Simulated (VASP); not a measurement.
Band structure of Sb (a7). These are r2SCAN meta-GGA, VASP's PBE PAW potentials (set 64) (plane waves; VASP) values and carry that method's errors.

Unless said otherwise, spin-orbit coupling is left out, though it shifts the bands of the heavy elements here.

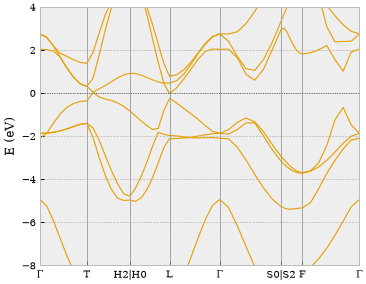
*Bands along high-symmetry lines, zero at the valence-band maximum or, without a gap, the Fermi level*

Q: Read the plot: is there a gap, and where are the band edges?

A: It has no gap at this level: it comes out as a metal or semimetal.

The compound is Sb in the a7 structure. It was relaxed first.
